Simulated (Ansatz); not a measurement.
**Molecular dynamics of SiNH$_{5}$O (part 4 of 4)**

Continued. System: SiNH$_{5}$O. Method: RKS PBE-D4/def2-SVP (Ansatz 0.2.0). It belongs to a series of runs on one base structure; here: dynamics from the last frame of an earlier run.

Geometry of the input (Å):
```
Si 0.0003  -0.0927  0.0398
O  -0.1905  0.0365  1.7016
H  -0.3410  0.8520  2.1958
H  1.3893  -0.3551  -0.4302
H  -0.5195  1.2865  -0.5188
N  -0.8684  -1.5105  -0.6051
H  -0.3781  -2.3967  -0.7295
H  -1.8621  -1.6185  -0.5147
```

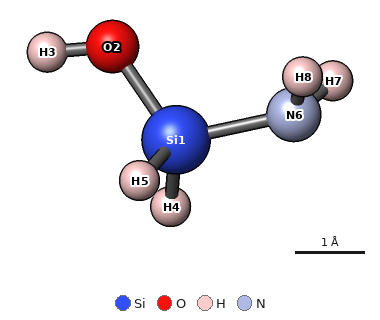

*The geometry at step 138 of the log (ball-and-stick view, seen on its broad side; atoms are numbered from 1 in the order of the input).*

Trajectory as extended XYZ, continued
```
8
Properties=species:S:1:pos:R:3:forces:R:3 step=106 time_fs=26.5 energy=-11484.06289 temperature=205.9
Si   -0.0356   -0.1010    0.0255    1.2399  -0.3903   1.2767
O    -0.1875    0.0136    1.7108   -0.3354  -0.1507  -0.0723
H     0.0426    0.9025    2.0203    0.0184   0.1925   0.2297
H     1.4619   -0.3317   -0.1300   -0.2680   0.2232  -0.5593
H    -0.6406    1.1091   -0.5242   -0.1543   0.6590  -0.6206
N    -0.8250   -1.4713   -0.6310    2.3585  -1.6240   0.1541
H    -0.4334   -2.3984   -0.2817   -0.5516   1.2487  -0.5874
H    -1.7923   -1.4645   -0.4708   -2.3074  -0.1583   0.1792
8
Properties=species:S:1:pos:R:3:forces:R:3 step=110 time_fs=27.5 energy=-11484.12777 temperature=289.3
Si   -0.0333   -0.1003    0.0274    0.9187  -0.1960   1.0107
O    -0.1892    0.0149    1.7085   -0.1621   0.3700   0.2653
H     0.0577    0.9051    2.0421   -0.1371  -0.3985  -0.0485
H     1.4592   -0.3196   -0.1422   -0.2009   0.2113  -0.5406
H    -0.6594    1.1241   -0.5172   -0.0050   0.3464  -0.5194
N    -0.8245   -1.4773   -0.6326    1.5750  -0.8448   0.0934
H    -0.4605   -2.3942   -0.2906   -0.2097   0.6247  -0.3416
H    -1.8015   -1.4563   -0.4709   -1.7790  -0.1131   0.0808
8
Properties=species:S:1:pos:R:3:forces:R:3 step=113 time_fs=28.2 energy=-11484.16772 temperature=340.7
Si   -0.0314   -0.0997    0.0291    0.6280  -0.0168   0.7855
O    -0.1904    0.0160    1.7068   -0.0472   0.6500   0.4857
H     0.0683    0.9050    2.0583   -0.2339  -0.7245  -0.2273
H     1.4559   -0.3093   -0.1547   -0.1328   0.1974  -0.5186
H    -0.6737    1.1377   -0.5153    0.1254   0.0788  -0.4221
N    -0.8234   -1.4822   -0.6337    0.3500   0.0341   0.0301
H    -0.4824   -2.3869   -0.2995    0.1257  -0.1191  -0.0585
H    -1.8198   -1.4508   -0.4704   -0.8152  -0.0998  -0.0749
8
Properties=species:S:1:pos:R:3:forces:R:3 step=116 time_fs=29.0 energy=-11484.16621 temperature=339.1
Si   -0.0294   -0.0992    0.0309    0.3242   0.1516   0.5569
O    -0.1917    0.0174    1.7052    0.0292   0.7630   0.6351
H     0.0776    0.9010    2.0733   -0.2871  -0.8761  -0.3406
H     1.4518   -0.2978   -0.1700   -0.0574   0.1809  -0.4896
H    -0.6872    1.1517   -0.5157    0.2530  -0.1808  -0.3211
N    -0.8222   -1.4871   -0.6349   -0.9336   1.0133  -0.0619
H    -0.5036   -2.3802   -0.3088    0.4565  -0.9442   0.2520
H    -1.8425   -1.4459   -0.4703    0.2152  -0.1077  -0.2307
8
Properties=species:S:1:pos:R:3:forces:R:3 step=119 time_fs=29.8 energy=-11484.13454 temperature=298.8
Si   -0.0274   -0.0987    0.0328    0.0330   0.2857   0.3372
O    -0.1930    0.0189    1.7039    0.0540   0.6884   0.6910
H     0.0855    0.8923    2.0865   -0.2831  -0.8322  -0.3676
H     1.4475   -0.2854   -0.1880    0.0167   0.1630  -0.4534
H    -0.6995    1.1648   -0.5178    0.3649  -0.4091  -0.2260
N    -0.8213   -1.4917   -0.6360   -1.9169   1.8097  -0.1281
H    -0.5223   -2.3786   -0.3167    0.6875  -1.5791   0.4924
H    -1.8642   -1.4416   -0.4714    1.0440  -0.1264  -0.3453
8
Properties=species:S:1:pos:R:3:forces:R:3 step=122 time_fs=30.5 energy=-11484.10997 temperature=267.5
Si   -0.0253   -0.0981    0.0347   -0.2242   0.3740   0.1331
O    -0.1943    0.0207    1.7028    0.0216   0.4343   0.6452
H     0.0918    0.8793    2.0977   -0.2164  -0.6014  -0.3001
H     1.4432   -0.2721   -0.2084    0.0805   0.1450  -0.4094
H    -0.7098    1.1757   -0.5211    0.4527  -0.5923  -0.1425
N    -0.8212   -1.4955   -0.6372   -2.4217   2.1240  -0.0846
H    -0.5375   -2.3852   -0.3220    0.7426  -1.7394   0.5646
H    -1.8803   -1.4379   -0.4744    1.5648  -0.1443  -0.4063
8
Properties=species:S:1:pos:R:3:forces:R:3 step=125 time_fs=31.2 energy=-11484.11499 temperature=274.0
Si   -0.0233   -0.0974    0.0367   -0.4319   0.4136  -0.0541
O    -0.1956    0.0227    1.7019   -0.0638   0.0386   0.5070
H     0.0970    0.8631    2.1074   -0.0921  -0.2231  -0.1462
H     1.4394   -0.2580   -0.2310    0.1261   0.1275  -0.3567
H    -0.7176    1.1834   -0.5252    0.5123  -0.7243  -0.0737
N    -0.8219   -1.4985   -0.6385   -2.4353   1.8546   0.0969
H    -0.5487   -2.4010   -0.3244    0.6216  -1.3334   0.4432
H    -1.8881   -1.4351   -0.4796    1.7632  -0.1535  -0.4165
8
Properties=species:S:1:pos:R:3:forces:R:3 step=128 time_fs=32.0 energy=-11484.13948 temperature=305.6
Si   -0.0213   -0.0967    0.0387   -0.5813   0.4059  -0.2276
O    -0.1969    0.0246    1.7012   -0.1825  -0.4203   0.3113
H     0.1017    0.8457    2.1164    0.0682   0.2219   0.0614
H     1.4362   -0.2432   -0.2556    0.1474   0.1104  -0.2945
H    -0.7227    1.1872   -0.5297    0.5420  -0.8038  -0.0213
N    -0.8236   -1.5008   -0.6397   -2.0411   1.1761   0.3561
H    -0.5566   -2.4238   -0.3244    0.4005  -0.5412   0.1970
H    -1.8866   -1.4330   -0.4869    1.6468  -0.1490  -0.3823
8
Properties=species:S:1:pos:R:3:forces:R:3 step=132 time_fs=33.0 energy=-11484.16427 temperature=337.7
Si   -0.0189   -0.0956    0.0413   -0.6862   0.3277  -0.4469
O    -0.1987    0.0270    1.7004   -0.3217  -0.9197   0.0775
H     0.1087    0.8247    2.1290    0.2633   0.7039   0.3098
H     1.4332   -0.2226   -0.2907    0.1346   0.0872  -0.1962
H    -0.7250    1.1856   -0.5359    0.5347  -0.8293   0.0209
N    -0.8271   -1.5033   -0.6410   -1.0350   0.1402   0.6630
H    -0.5641   -2.4580   -0.3231    0.1046   0.6052  -0.1504
H    -1.8713   -1.4315   -0.4999    1.0057  -0.1151  -0.2777
8
Properties=species:S:1:pos:R:3:forces:R:3 step=135 time_fs=33.8 energy=-11484.16324 temperature=336.6
Si   -0.0172   -0.0947    0.0431   -0.6992   0.2230  -0.6067
O    -0.2002    0.0284    1.6999   -0.3472  -1.0520   0.0246
H     0.1154    0.8130    2.1402    0.3279   0.8214   0.3758
H     1.4318   -0.2065   -0.3184    0.0969   0.0678  -0.1117
H    -0.7234    1.1793   -0.5404    0.4948  -0.7894   0.0308
N    -0.8302   -1.5050   -0.6418   -0.0078  -0.4657   0.7927
H    -0.5688   -2.4804   -0.3229   -0.0515   1.2595  -0.3393
H    -1.8532   -1.4311   -0.5114    0.1861  -0.0645  -0.1662
8
Properties=species:S:1:pos:R:3:forces:R:3 step=138 time_fs=34.5 energy=-11484.14758 temperature=316.7
Si   -0.0157   -0.0937    0.0448   -0.6655   0.0825  -0.7607
O    -0.2018    0.0295    1.6994   -0.2727  -0.9245   0.1260
H     0.1239    0.8057    2.1534    0.2888   0.6773   0.2904
H     1.4309   -0.1901   -0.3466    0.0416   0.0454  -0.0197
H    -0.7191    1.1686   -0.5448    0.4261  -0.6994   0.0209
N    -0.8333   -1.5069   -0.6422    1.1212  -0.8285   0.8330
H    -0.5738   -2.4962   -0.3244   -0.1349   1.6421  -0.4414
H    -1.8342   -1.4310   -0.5238   -0.8047   0.0052  -0.0485
8
Properties=species:S:1:pos:R:3:forces:R:3 step=141 time_fs=35.2 energy=-11484.12923 temperature=293.3
Si   -0.0143   -0.0927    0.0464   -0.5960  -0.0911  -0.9021
O    -0.2036    0.0303    1.6989   -0.1132  -0.6029   0.3563
H     0.1339    0.8019    2.1681    0.1609   0.3388   0.0773
H     1.4303   -0.1735   -0.3750   -0.0227   0.0190   0.0773
H    -0.7125    1.1543   -0.5490    0.3296  -0.5605  -0.0094
N    -0.8359   -1.5091   -0.6423    2.0893  -0.9162   0.8137
H    -0.5795   -2.5033   -0.3283   -0.1468   1.7342  -0.4551
H    -1.8195   -1.4309   -0.5365   -1.7012   0.0787   0.0419
8
Properties=species:S:1:pos:R:3:forces:R:3 step=144 time_fs=36.0 energy=-11484.12652 temperature=290.1
Si   -0.0130   -0.0918    0.0478   -0.5025  -0.2946  -1.0209
O    -0.2053    0.0309    1.6985    0.0845  -0.2142   0.6405
H     0.1448    0.7999    2.1832   -0.0082  -0.0648  -0.1919
H     1.4295   -0.1567   -0.4029   -0.0869  -0.0113   0.1763
H    -0.7042    1.1369   -0.5533    0.2073  -0.3759  -0.0597
N    -0.8378   -1.5117   -0.6421    2.5415  -0.6957   0.7635
H    -0.5859   -2.5011   -0.3346   -0.0892   1.5293  -0.3811
H    -1.8138   -1.4304   -0.5489   -2.1465   0.1272   0.0735
8
Properties=species:S:1:pos:R:3:forces:R:3 step=147 time_fs=36.8 energy=-11484.14548 temperature=314.5
Si   -0.0118   -0.0909    0.0490   -0.3973  -0.5224  -1.1081
O    -0.2070    0.0314    1.6983    0.2687   0.1217   0.8939
H     0.1557    0.7976    2.1973   -0.1652  -0.4112  -0.4379
H     1.4282   -0.1400   -0.4299   -0.1428  -0.0450   0.2735
H    -0.6947    1.1175   -0.5580    0.0636  -0.1533  -0.1280
N    -0.8387   -1.5145   -0.6416    2.2579  -0.1371   0.6816
H    -0.5928   -2.4909   -0.3429    0.0354   1.0221  -0.2201
H    -1.8193   -1.4292   -0.5610   -1.9203   0.1252   0.0450
8
Properties=species:S:1:pos:R:3:forces:R:3 step=150 time_fs=37.5 energy=-11484.16325 temperature=337.2
Si   -0.0107   -0.0901    0.0500   -0.2935  -0.7631  -1.1588
O    -0.2086    0.0319    1.6985    0.4004   0.3293   1.0525
H     0.1656    0.7931    2.2091   -0.2699  -0.6228  -0.6014
H     1.4262   -0.1236   -0.4555   -0.1838  -0.0811   0.3656
H    -0.6849    1.0973   -0.5633   -0.0935   0.0930  -0.2084
N    -0.8388   -1.5174   -0.6408    1.3540   0.7363   0.5422
H    -0.5995   -2.4752   -0.3523    0.2169   0.2381   0.0178
H    -1.8350   -1.4274   -0.5729   -1.1305   0.0704  -0.0094
8
Properties=species:S:1:pos:R:3:forces:R:3 step=153 time_fs=38.2 energy=-11484.14838 temperature=318.2
Si   -0.0096   -0.0895    0.0508   -0.2055  -0.9973  -1.1747
O    -0.2101    0.0325    1.6990    0.4571   0.3762   1.0803
H     0.1742    0.7853    2.2177   -0.2987  -0.6668  -0.6502
H     1.4232   -0.1075   -0.4791   -0.2060  -0.1182   0.4490
H    -0.6757    1.0776   -0.5698   -0.2514   0.3408  -0.2912
N    -0.8383   -1.5200   -0.6399    0.1980   1.7829   0.3418
H    -0.6050   -2.4583   -0.3617    0.4237  -0.7026   0.2946
H    -1.8567   -1.4252   -0.5849   -0.1172  -0.0151  -0.0496
8
Properties=species:S:1:pos:R:3:forces:R:3 step=157 time_fs=39.2 energy=-11484.08008 temperature=230.8
Si   -0.0083   -0.0889    0.0514   -0.1390  -1.2519  -1.1578
O    -0.2119    0.0336    1.7002    0.4004   0.1881   0.8960
H     0.1832    0.7696    2.2239   -0.2029  -0.4643  -0.5209
H     1.4175   -0.0872   -0.5067   -0.2024  -0.1667   0.5423
H    -0.6655    1.0544   -0.5809   -0.4346   0.6237  -0.3800
N    -0.8376   -1.5223   -0.6384   -1.0992   2.9253   0.0871
H    -0.6087   -2.4425   -0.3715    0.6271  -1.7258   0.5853
H    -1.8857   -1.4225   -0.6012    1.0506  -0.1284  -0.0519
8
Properties=species:S:1:pos:R:3:forces:R:3 step=160 time_fs=40.0 energy=-11484.03715 temperature=175.8
Si   -0.0073   -0.0888    0.0517   -0.1460  -1.3609  -1.1354
O    -0.2130    0.0345    1.7015    0.2650  -0.1066   0.6119
H     0.1886    0.7548    2.2251   -0.0372  -0.1530  -0.2961
H     1.4119   -0.0729   -0.5241   -0.1745  -0.2007   0.5958
H    -0.6605    1.0407   -0.5916   -0.5287   0.7617  -0.4093
N    -0.8376   -1.5228   -0.6372   -1.6049   3.1467   0.0265
H    -0.6077   -2.4407   -0.3754    0.6302  -1.8989   0.6285
H    -1.9016   -1.4212   -0.6137    1.5962  -0.1883  -0.0219
8
Properties=species:S:1:pos:R:3:forces:R:3 step=163 time_fs=40.8 energy=-11484.02913 temperature=165.5
Si   -0.0063   -0.0889    0.0517   -0.2122  -1.3756  -1.1225
O    -0.2141    0.0353    1.7030    0.0788  -0.4641   0.2568
H     0.1939    0.7392    2.2249    0.1782   0.2233  -0.0113
H     1.4054   -0.0598   -0.5383   -0.1262  -0.2310   0.6335
H    -0.6583    1.0311   -0.6044   -0.5708   0.8118  -0.3919
N    -0.8381   -1.5220   -0.6360   -1.6466   2.6914   0.1194
H    -0.6033   -2.4489   -0.3760    0.4795  -1.4386   0.4955
H    -1.9091   -1.4209   -0.6264    1.8193  -0.2173   0.0205
8
Properties=species:S:1:pos:R:3:forces:R:3 step=166 time_fs=41.5 energy=-11484.04627 temperature=187.5
Si   -0.0054   -0.0893    0.0515   -0.3385  -1.2914  -1.1303
O    -0.2151    0.0360    1.7046   -0.1032  -0.7828  -0.0841
H     0.2001    0.7248    2.2245    0.3865   0.5601   0.2529
H     1.3982   -0.0478   -0.5491   -0.0596  -0.2566   0.6546
H    -0.6592    1.0258   -0.6194   -0.5563   0.7687  -0.3230
N    -0.8393   -1.5203   -0.6348   -1.2790   1.7823   0.3141
H    -0.5964   -2.4646   -0.3739    0.2294  -0.5667   0.2543
H    -1.9068   -1.4217   -0.6390    1.7208  -0.2137   0.0615
```
